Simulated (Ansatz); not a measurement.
**PBE0/aug-cc-pVTZ run of H2 (SMILES [H][H])**

Aim: the vertical singlet–triplet gap of H2 at PBE0/aug-cc-pVTZ, from 2 runs. 

Program for the calculation: Ansatz 0.2.0.

### 1 Starting point

The species is H2 (2 atoms), typed as a singlet with charge 0. As SMILES, `[H][H]`. Geometry: relaxed at PBE0-D4/def2-TZVP.

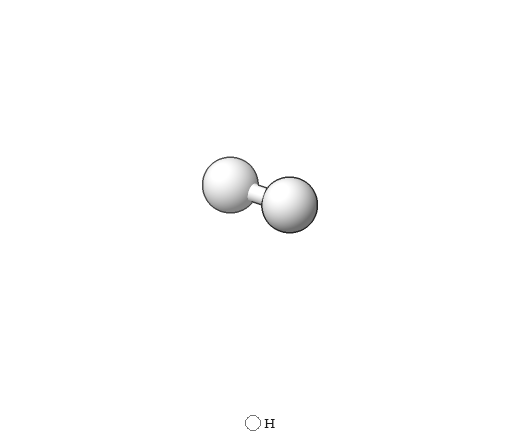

Viewed from a chosen angle; hydrogen white.

### 2 A single-point energy at PBE0/aug-cc-pVTZ

The input, run.yaml:

```yaml
crystal:
  periodic: [false, false, false]
  atoms:
    - {symbol: H, position_ang: [0.319300, -0.099200, 0.165500]}
    - {symbol: H, position_ang: [-0.319300, 0.099200, -0.165500]}
basis:
  gaussian: {orbitals: aug-cc-pVTZ}
hamiltonian: {xc: {name: PBE0}}
accuracy: high
output: {orbitals: {seedname: orbitals}}
```

Started as:

```bash
ansatz run run.yaml --threads 1 --pin off --max-ram 3480MiB --events-out events.jsonl --progress --plain --runs-dir runs
```

The log of the run:

```text
Warning: RAYON_NUM_THREADS=1 ignored (pool sized by the plan → 1); use --threads N
Functional definition: PBE0
  name "PBE0"
  parameter a = 0.25
  parameter kappa = 0.804
  parameter beta = 0.06672455060314922
  exchange = (1 - a)*pbe_x(kappa = kappa, mu = beta*pi^2/3) + a*exact_x
  correlation = pbe_c(beta = beta)
520 factors; integrals over basis functions are off by at most 2.4e-9 eV
mean field evaluation 1: about -31.6878 eV, gradient 6.0e0 eV
mean field evaluation 2: about -31.7944 eV, gradient 9.0e-1 eV
mean field evaluation 4: about -31.7965 eV, gradient 2.5e-2 eV
mean field evaluation 8: about -31.7965 eV, gradient 1.6e-6 eV
mean field -31.79646018 eV, -1.1684983592 hartree, gradient 7.0e-8 eV, S^2 0.000000; 0 other end points of the search recorded, 0 dependent functions left out
reference -31.79646219 eV, -1.1684984330 hartree; 1, 1 occupied and 45, 45 virtual orbitals, 520 factors
Total energy: -31.79646219 eV, -1.1684984330 hartree
```

Wall time 0.32 s (1 thread of Intel Xeon Platinum 8488C (Sapphire Rapids), shared host).

### 3 The triplet at the same level

The input, job.yaml:

```yaml
basis:
  gaussian: {orbitals: aug-cc-pVTZ}
crystal:
  periodic: [false, false, false]
  atoms:
    - {symbol: H, position_ang: [0.319300, -0.099200, 0.165500]}
    - {symbol: H, position_ang: [-0.319300, 0.099200, -0.165500]}
magnetization: {spin_polarized: true, initial_magnetization: 2}
hamiltonian: {xc: pbe0}
accuracy: high
output: {orbitals: {seedname: orbitals}}
```

Started as:

```bash
ansatz run job.yaml --threads 1 --pin off --max-ram 3480MiB --events-out events.jsonl --progress --plain --runs-dir runs
```

The log of the run, cut to the lines that bear on the results:

```text
Warning: RAYON_NUM_THREADS=1 ignored (pool sized by the plan → 1); use --threads N
[... 7 set-up lines as earlier in the session ...]
520 factors; integrals over basis functions are off by at most 2.4e-9 eV
mean field evaluation 1: about -21.5652 eV, gradient 3.0e0 eV
mean field evaluation 2: about -21.6419 eV, gradient 3.2e-1 eV
mean field evaluation 4: about -21.6379 eV, gradient 3.2e-1 eV
mean field evaluation 8: about -21.6396 eV, gradient 4.9e-4 eV
mean field evaluation 16: about -21.6396 eV, gradient 2.6e-9 eV
mean field -21.63962840 eV, -0.7952416759 hartree, gradient 2.6e-9 eV, S^2 2.000000; 0 other end points of the search recorded, 0 dependent functions left out
reference -21.63963134 eV, -0.7952417841 hartree; 2, 0 occupied and 44, 46 virtual orbitals, 520 factors
Total energy: -21.63963134 eV, -0.7952417841 hartree
```

Run time: 0.63 s. Hardware: 1 thread of Intel Xeon Platinum 8488C (Sapphire Rapids), shared host.

### 4 Results

At PBE0/aug-cc-pVTZ:

```
                                        quantity        value
                           singlet: total energy  -1.16850 Eh
                            singlet: HOMO energy    -11.97 eV
                            singlet: LUMO energy      0.69 eV
                          singlet: HOMO–LUMO gap     12.66 eV
                           triplet: total energy  -0.79524 Eh
     triplet: HOMO energy (highest over α and β)     -3.40 eV
                                   triplet: ⟨S²⟩        2.000
vertical energy of the triplet above the singlet    10.157 eV
```

**Reading.** At this shape the triplet lies 10.16 eV (234 kcal/mol) above the singlet.
